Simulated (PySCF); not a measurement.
## Electronic structure of C5H9BOSi (SMILES B/C(C#C)=C/CO[SiH3]) in real space

Input file:

```
{"job": {"kind": "nmr", "xc": "PBE0", "basis": "pcSseg-1"}, "charge": 0, "multiplicity": 1}
B     -2.696030     0.675635     0.882110
C     -1.514551    -0.018286     0.164781
C     -1.658873    -1.367154    -0.256169
C     -1.814005    -2.509428    -0.593944
C     -0.343640     0.614862    -0.063505
C      0.839274     0.013125    -0.745234
O      2.038733     0.647809    -0.420886
Si     2.819401     0.701412     0.999361
H     -2.582953     1.788973     1.218865
H     -3.686799     0.090887     1.086639
H     -1.952879    -3.507022    -0.887844
H     -0.212331     1.640758     0.249487
H      0.713884     0.113128    -1.834217
H      0.897362    -1.060310    -0.519334
H      2.023017     1.353199     2.044556
H      3.151303    -0.648077     1.467113
H      3.972087     1.482517     0.584871
```

Launched as:

```sh
OMP_NUM_THREADS=1 python probes_run.py task.json out
```

Geometry: GFN2-xTB.

Level of theory: PBE0/pcSseg-1, SCF density, gas phase, non-relativistic (PySCF 2.14.0).

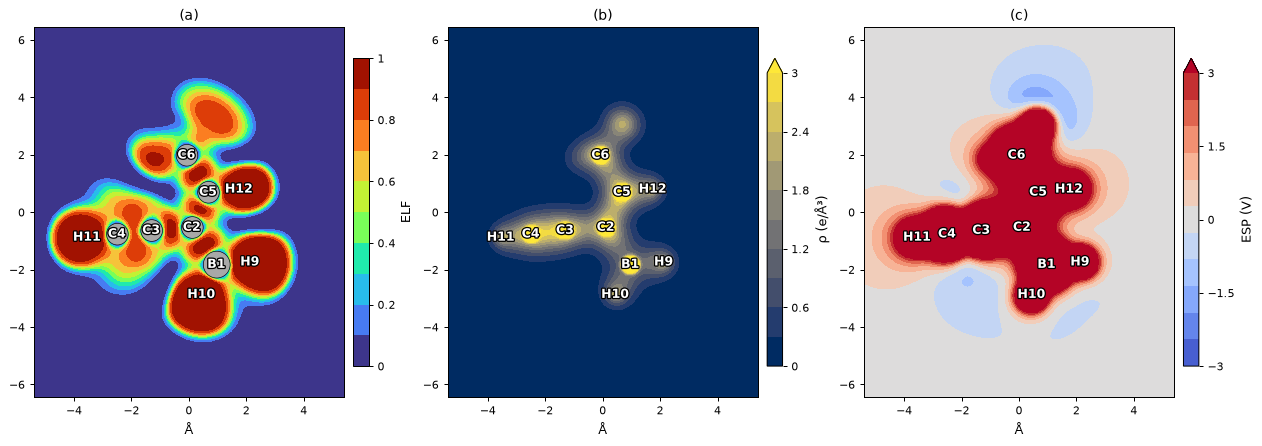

Figure 1. (a) electron localisation function; (b) electron density; (c) electrostatic potential on the plane of atoms C2, B1 and H10. Grey discs cover the atomic cores in the ELF map.

What does the map show?

Answer.
- The section cuts through B, C and H sites.
- C–C (1.20 Å): ρ at the midpoint is about 2.7 e/Å³; the ELF peaks at about 0.85 between the atoms; a short, multiple covalent bond.
- C–B (1.55 Å): the density is about 1.5 e/Å³ at the midpoint; the ELF peaks at about 1 between the atoms: localised, covalent bonding.
- C–H (1.05 Å): the density is about 2.2 e/Å³ at the midpoint; the ELF climbs to about 1 towards the hydrogen, as it does in any bond to H (an ordinary covalent bond to hydrogen).
- C–C (1.35 Å): ρ at the midpoint is about 2.2 e/Å³; the ELF peaks at about 0.95 between the atoms (localised, covalent bonding).
- B–H (1.17 Å): the density is about 1.3 e/Å³ at the midpoint; the ELF climbs to about 1 towards the hydrogen; a covalent bond by its length.
- The ELF also peaks beside O7, away from the bonds: lone-pair regions.
- Outside the dense part of the molecule the potential is most negative (−1.5 V) near O7, which lies off the plane.

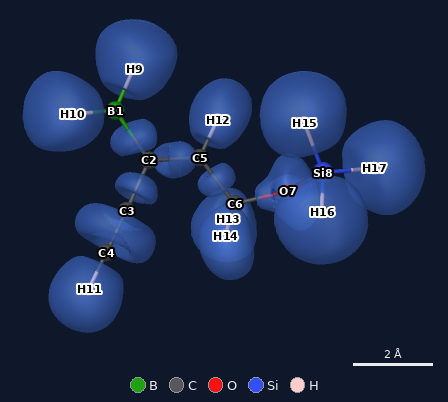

Figure 2. Isosurface of the electron localisation function at 0.75 (blue), seen across its widest extent. Core shells and regions of very low density are left out.

What do the ELF domains correspond to?

Answer. The surface consists of one region between bonded B–C atoms (shared pairs), four regions between bonded C–C atoms (shared pairs), nine regions around hydrogen nuclei and one region on O in which the atom's valence shell and bonds are merged.


 C–O (1.40 Å): the ELF peaks at about 0.90 between the atoms, as expected for a shared but strongly polarised pair.

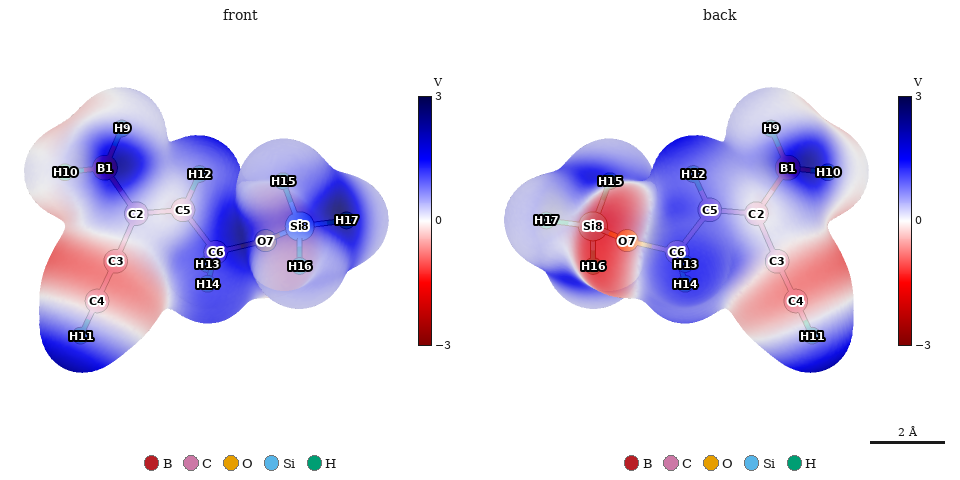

Figure 3. The molecular electrostatic potential painted on the density surface at 0.004 e/bohr³, seen from the front and from behind; red is negative and blue positive.

Which sites attract a positive test charge, and which a negative one?

Answer. A positive charge is drawn to the negative regions and a negative charge to the positive ones. The most negative region (about −1.3 V, or −30 kcal/mol for a unit charge) lies over O7, the most positive (about +2.5 V, or +58 kcal/mol for a unit charge) over Si8. O7 is the likeliest acceptor of a hydrogen bond.
